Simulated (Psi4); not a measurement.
## SiO$_{2}$: excited-state calculation

System: SiO$_{2}$.
Method: TDDFT (BHLYP)/6-311+G**, RKS (Psi4 1.11).

The geometry comes from this level: GFN2-xTB.

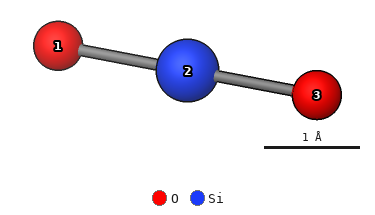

The structure (ball-and-stick view, seen at a tilt; atoms are numbered from 1 in the order of the input). Bond lengths as drawn: O–Si 1.49 Å.

The input (o2si.dat)
```python
memory 1.6 GB

molecule {
  O      1.30623539     2.30034471     0.97082790
  Si    -0.00137950     0.00083148    -0.00030236
  O     -1.30487479    -2.30119509    -0.97052554
  units bohr
  symmetry c1
}

set {
  basis                6-311+G**
  puream               true
  scf_type             pk
  dft_radial_points    15
  dft_spherical_points 26
  save_jk              true
}

from psi4.driver.procrouting.response.scf_response import tdscf_excitations
E, wfn = energy("bhhlyp", return_wfn=True)
states = tdscf_excitations(wfn, states=4, tda=False)
print_variables()
```

Hardware: 1 thread of AMD EPYC (Zen 3), 192 GiB of memory available, shared host.

Launched with:
```bash
psi4 -i o2si.dat -o o2si.out -n 1
```

Log
```
Psi4 1.11 release

   => Loading Basis Set <=

    Name: 6-311+G**
    Role: ORBITAL
    Keyword: BASIS

         ---------------------------------------------------------
                                   SCF
                              RKS Reference
                        1 Threads,   1525 MiB Core
         ---------------------------------------------------------

  ==> Geometry <==

    Molecular point group: c1
    Full point group: Cs

    Geometry (in Bohr), charge = 0, multiplicity = 1:

       Center              X                  Y                   Z               Mass
    ------------   -----------------  -----------------  -----------------  -----------------
         O            1.555939613453     2.349362665074     0.000000000000    15.994914619570
         SI          -0.001116476312     0.000684715522    -0.000000000000    27.976926534650
         O           -1.553986769284    -2.350560310470    -0.000000000000    15.994914619570

  Running in c1 symmetry.

  Rotational constants: A = 669971.68524  B =      0.23700  C =      0.23700 [cm^-1]
  Rotational constants: A = 20085245830.72598  B =   7105.09609  C =   7105.09357 [MHz]
  Nuclear repulsion =   90.849657300185001

  Charge       = 0
  Multiplicity = 1
  Electrons    = 30
  Nalpha       = 15
  Nbeta        = 15

  ==> Algorithm <==

  SCF Algorithm Type is PK.
  DIIS enabled.
  MOM disabled.
  Fractional occupation disabled.
  Guess Type is SAD.
  Energy threshold   = 1.00e-06
  Density threshold  = 1.00e-06
  Integral threshold = 1.00e-12

  ==> Primary Basis <==

  Basis Set: 6-311+G**
    Blend: 6-311+G**
    Number of shells: 34
    Number of basis functions: 74
    Number of Cartesian functions: 77
    Spherical Harmonics?: true
    Max angular momentum: 2

  ==> DFT Potential <==

   => LibXC <=

    Version 7.1.2

   => Composite Functional: BHANDHLYP <=

    BHandHLYP Hyb-GGA Exchange-Correlation Functional

    Defined through Gaussian implementation.

    Deriv               =              1
    GGA                 =           TRUE
    Meta                =          FALSE

    Exchange Hybrid     =           TRUE
    MP2 Hybrid          =          FALSE

   => Exchange Functionals <=

    0.5000         Becke 88

   => Exact (HF) Exchange <=

    0.5000               HF

   => Correlation Functionals <=

    1.0000   Lee, Yang & Parr

   => LibXC Density Thresholds  <==

    XC_HYB_GGA_XC_BHANDHLYP:  1.00E-15

   => Molecular Quadrature <=

    Radial Scheme          =       TREUTLER
    Pruning Scheme         =           NONE
    Nuclear Scheme         =       TREUTLER

    Blocking Scheme        =         OCTREE
    BS radius alpha        =              1
    Pruning alpha          =              1
    Radial Points          =             15
    Spherical Points       =             26
    Total Points           =           1147
    Total Blocks           =             21
    Max Points             =            106
    Max Functions          =             74
    Weights Tolerance      =       1.00E-15

  ==> Integral Setup <==

  Using in-core PK algorithm.
   Calculation information:
      Number of atoms:                   3
      Number of AO shells:              34
      Number of primitives:             63
      Number of atomic orbitals:        77
      Number of basis functions:        74

      Integral cutoff                 1.00e-12
      Number of threads:                 1

  Performing in-core PK
  Using 7703400 doubles for integral storage.
  We computed 161541 shell quartets total.
  Whereas there are 177310 unique shell quartets.

  ==> DiskJK: Disk-Based J/K Matrices <==

    J tasked:                  Yes
    K tasked:                  Yes
    wK tasked:                  No
    Memory [MiB]:             1142
    Schwarz Cutoff:          1E-12

  Cached 100.0% of DFT collocation blocks in 0.002 [GiB].

  Minimum eigenvalue in the overlap matrix is 3.4997161978E-04.
  Reciprocal condition number of the overlap matrix is 6.4106470038E-05.
    Using symmetric orthogonalization.

  ==> Pre-Iterations <==

  SCF Guess: Superposition of Atomic Densities via on-the-fly atomic UHF (no occupation information).

   -------------------------
    Irrep   Nso     Nmo
   -------------------------
     A         74      74
   -------------------------
    Total      74      74
   -------------------------

  ==> Iterations <==

                        Total Energy        Delta E     RMS |[F,P]|

   @RKS iter SAD:  -439.08858574418292   -4.39089e+02   0.00000e+00
   @RKS iter   1:  -439.49558073644994   -4.06995e-01   1.37633e-02 DIIS/ADIIS
   @RKS iter   2:  -438.77287821798097    7.22703e-01   2.22381e-02 DIIS/ADIIS
   @RKS iter   3:  -439.88382947476316   -1.11095e+00   9.65902e-04 DIIS/ADIIS
   @RKS iter   4:  -439.88478065606546   -9.51181e-04   2.01693e-04 DIIS/ADIIS
   @RKS iter   5:  -439.88483367659722   -5.30205e-05   4.56165e-05 DIIS
   @RKS iter   6:  -439.88483798712139   -4.31052e-06   5.26233e-06 DIIS
   @RKS iter   7:  -439.88483796532478    2.17966e-08   6.46442e-06 DIIS
   @RKS iter   8:  -439.88483805256328   -8.72385e-08   2.57758e-07 DIIS
  Energy and wave function converged.

  ==> Post-Iterations <==

   Electrons on quadrature grid:
      Ntotal   =   29.9624833450 ; deviation = -3.752e-02

    Orbital Energies [Eh]
    ---------------------

    Doubly Occupied:

       1A    -67.237998     2A    -19.712519     3A    -19.712500
       4A     -5.706891     5A     -3.972181     6A     -3.972181
       7A     -3.969123     8A     -1.146898     9A     -1.119301
      10A     -0.559091    11A     -0.486570    12A     -0.466887
      13A     -0.466887    14A     -0.425413    15A     -0.425413

    Virtual:

      16A     -0.100684    17A      0.002383    18A      0.002384
      19A      0.050752    20A      0.065444    21A      0.065458
      22A      0.066362    23A      0.191292    24A      0.191494
      25A      0.209584    26A      0.209585    27A      0.274450
      28A      0.274450    29A      0.275180    30A      0.300523
      31A      0.300523    32A      0.327747    33A      0.481437
      34A      0.572012    35A      0.585359    36A      0.586291
      37A      0.698849    38A      0.711125    39A      0.711217
      40A      0.993651    41A      1.119457    42A      1.119458
      43A      1.133688    44A      1.168313    45A      1.168313
      46A      1.240909    47A      1.240909    48A      1.409492
      49A      1.442302    50A      1.499394    51A      1.886768
      52A      2.923230    53A      2.923591    54A      2.943664
      55A      2.944181    56A      2.970545    57A      2.970545
      58A      3.239862    59A      3.239864    60A      3.570658
      61A      3.666254    62A      5.104469    63A      5.104470
      64A      5.178154    65A      5.178154    66A      5.283115
      67A      5.318798    68A      6.257104    69A     11.554033
      70A     11.554033    71A     12.129153    72A     50.414387
      73A     50.549706    74A    142.541427

    Final Occupation by Irrep:
              A
    DOCC [    15 ]
    NA   [    15 ]
    NB   [    15 ]

  @RKS Final Energy:  -439.88483805256328

   => Energetics <=

    Nuclear Repulsion Energy =             90.8496573001850010
    One-Electron Energy =                -788.6185770649286724
    Two-Electron Energy =                 277.5190346373728971
    DFT Exchange-Correlation Energy =     -19.6349529251924579
    Empirical Dispersion Energy =           0.0000000000000000
    VV10 Nonlocal Energy =                  0.0000000000000000
    Total Energy =                       -439.8848380525632820

Computation Completed

Properties will be evaluated at   0.000000,   0.000000,   0.000000 [a0]

Properties computed using the SCF density matrix

 Multipole Moments:

 ------------------------------------------------------------------------------------
     Multipole            Electronic (a.u.)      Nuclear  (a.u.)        Total (a.u.)
 ------------------------------------------------------------------------------------

 L = 1.  Multiply by 2.5417464519 to convert [e a0] to [Debye]
 Dipole X            :         -0.0031263           -0.0000079           -0.0031342
 Dipole Y            :          0.0018933            0.0000049            0.0018981
 Dipole Z            :         -0.0000000           -0.0000000           -0.0000000
 Magnitude           :                                                    0.0036641

 ------------------------------------------------------------------------------------

	total time  =          1 seconds =       0.02 minutes

******************************************************************************************
**********                               WARNING                                **********
**********       The names of excited state variables changed between 1.5       **********
**********     and 1.6. For a quick solution, remove the symmetry specifier     **********
**********   from the variable name. For full details, see 'Notes on Psivars'   **********
**********                        in the documentation.                         **********
******************************************************************************************

         ---------------------------------------------------------
                         TDSCF excitation energies
         ---------------------------------------------------------

  ==> Options <==

     Residual threshold  : 1.0000e-04
     Initial guess       : denominators
     Reference           : RHF
     Solver type         : RPA (Hamiltonian)

  ==> Requested Excitations <==

      4 singlet states with A symmetry

  ==> Seeking the lowest 4 singlet states with A symmetry

                        Generalized Hamiltonian Solver

  ==> Options <==

    Max number of iterations        = 60
    Eigenvector tolerance           = 1.0000e-04
    Max number of expansion vectors = 800

  => Iterations <=
                              Max[D[value]]     Max[|R|]   # vectors
  HamiltonianSolver iter   1:   2.39889e-01  1.62887e-01     16
  HamiltonianSolver iter   2:   1.00257e-02  5.38957e-02     24
  HamiltonianSolver iter   3:   3.09991e-04  1.14416e-02     32
  HamiltonianSolver iter   4:   1.29189e-05  1.97482e-03     40
  HamiltonianSolver iter   5:   2.94985e-07  4.92449e-04     48
  HamiltonianSolver iter   6:   1.27971e-08  7.92820e-05     56      Converged

******************************************************************************************
**********                               WARNING                                **********
**********  Length-gauge rotatory strengths are **NOT** gauge-origin invariant  **********
******************************************************************************************

                                    Excitation Energy         Total Energy        Oscillator Strength             Rotatory Strength
     #   Sym: GS->ES (Trans)        au              eV              au          au (length)    au (velocity)    au (length)    au (velocity)
    ---- -------------------- --------------- --------------- --------------- --------------- --------------- --------------- ---------------
     1        A->A (1 A)       0.17190         4.67763        -439.71294       0.0000          0.0000          0.0000         -0.0000
     2        A->A (1 A)       0.17190         4.67763        -439.71294       0.0000          0.0000          0.0000          0.0000
     3        A->A (1 A)       0.22993         6.25674        -439.65491       0.1035          0.0862         -0.0000         -0.0000
     4        A->A (1 A)       0.22993         6.25675        -439.65491       0.1035          0.0862         -0.0000         -0.0000

Contributing excitations and de-excitations
Only contributions with abs(coeff) > 1.00e-01 will be printed:

Excited State    1 (1 A):   0.17190 au   265.06 nm f = 0.0000
  Sums of squares: Xssq =  1.002955e+00; Yssq =  2.954590e-03; Xssq - Yssq =  1.000000e+00
     15a  ->  16a     0.985526 (97.126%)
     15a  ->  22a     0.158404 ( 2.509%)

Excited State    2 (1 A):   0.17190 au   265.06 nm f = 0.0000
  Sums of squares: Xssq =  1.002955e+00; Yssq =  2.954595e-03; Xssq - Yssq =  1.000000e+00
     14a  ->  16a    -0.985525 (97.126%)
     14a  ->  22a    -0.158431 ( 2.510%)

Excited State    3 (1 A):   0.22993 au   198.16 nm f = 0.1035
  Sums of squares: Xssq =  1.003063e+00; Yssq =  3.063488e-03; Xssq - Yssq =  1.000000e+00
     13a  ->  16a    -0.985521 (97.125%)
     13a  ->  22a    -0.138890 ( 1.929%)

Excited State    4 (1 A):   0.22993 au   198.16 nm f = 0.1035
  Sums of squares: Xssq =  1.003064e+00; Yssq =  3.063518e-03; Xssq - Yssq =  1.000000e+00
     12a  ->  16a     0.985521 (97.125%)
     12a  ->  22a     0.138933 ( 1.930%)

******************************************************************************************
**********                               WARNING                                **********
**********       The names of excited state variables changed between 1.5       **********
**********     and 1.6. For a quick solution, remove the symmetry specifier     **********
**********   from the variable name. For full details, see 'Notes on Psivars'   **********
**********                        in the documentation.                         **********
******************************************************************************************

  Variable Map:
  ----------------------------------------------------------------------------
  "CURRENT ENERGY"              =>    -439.884838052563
  "CURRENT REFERENCE ENERGY"    =>    -439.884838052563
  "DD SOLVATION ENERGY"         =>       0.000000000000
  "DFT FUNCTIONAL TOTAL ENERGY" =>    -439.884838052563
  "DFT TOTAL ENERGY"            =>    -439.884838052563
  "DFT VV10 ENERGY"             =>       0.000000000000
  "DFT XC ENERGY"               =>     -19.634952925192
  "GRID ELECTRONS ALPHA"        =>      14.981241672481
  "GRID ELECTRONS BETA"         =>      14.981241672481
  "GRID ELECTRONS TOTAL"        =>      29.962483344962
  "NUCLEAR REPULSION ENERGY"    =>      90.849657300185
  "ONE-ELECTRON ENERGY"         =>    -788.618577064929
  "PCM POLARIZATION ENERGY"     =>       0.000000000000
  "PE ENERGY"                   =>       0.000000000000
  "SCF ITERATION ENERGY"        =>    -439.884838052563
  "SCF ITERATIONS"              =>       8.000000000000
  "SCF TOTAL ENERGY"            =>    -439.884838052563
  "TWO-ELECTRON ENERGY"         =>     277.519034637373
  "XC GRID RADIAL POINTS"       =>      15.000000000000
  "XC GRID SPHERICAL POINTS"    =>      26.000000000000
  "XC GRID TOTAL POINTS"        =>    1147.000000000000

  Array Variable Map:
  ----------------------------------------------------------------------------
  "CURRENT DIPOLE"              =>      -0.003134193905 ... -0.000000000000 1 by 3
  "SCF DIPOLE"                  =>      -0.003134193905 ... -0.000000000000 1 by 3
  "SCF TOTAL ENERGIES"          =>    -439.088585744183 ... -439.884838052563 1 by 9

    Psi4 run time: 0:00:04.36
```

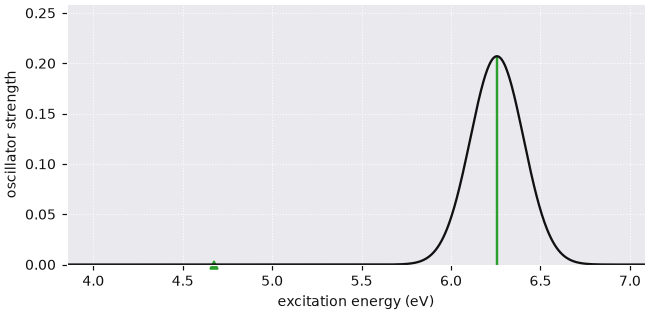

Computed excitations as sticks (degenerate states added up, dark ones marked on the axis), with a Gaussian envelope of 0.35 eV full width at half maximum, scaled to the tallest. Of the 4 states the lowest lies at 4.68 eV (f = 0.000); the strongest line is at 6.26 eV, or 198 nm (f = 0.207, summed over 2 states that lie within 0.004 eV).

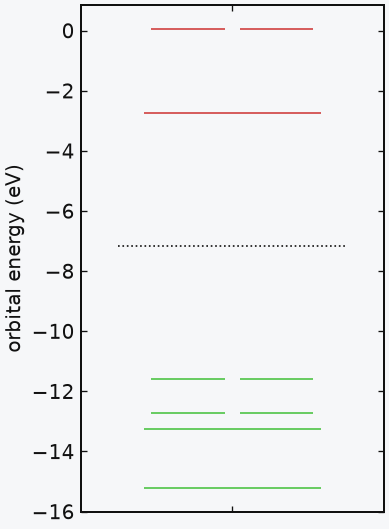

Orbital energies near the frontier; the dotted line parts filled from empty levels, and levels within 0.02 eV of each other stand side by side. Highest filled −11.58 eV, lowest empty −2.74 eV, 8.84 eV apart.

Results in brief

```json
{"quantity": "outcome", "value": "converged"}
{"quantity": "total energy", "value": "−439.884838 hartree"}
{"quantity": "basis functions", "value": "74"}
{"quantity": "HOMO", "value": "−11.58 eV"}
{"quantity": "LUMO", "value": "−2.74 eV"}
{"quantity": "dipole moment", "value": "0.01 D"}
{"quantity": "lowest excitation", "value": "4.68 eV"}
{"quantity": "wall time", "value": "5.7 s"}
{"quantity": "peak memory", "value": "0.25 GiB"}
```

Remarks

These settings are looser than, or depart from, a standard set-up, so the numbers are not reference values for this system.
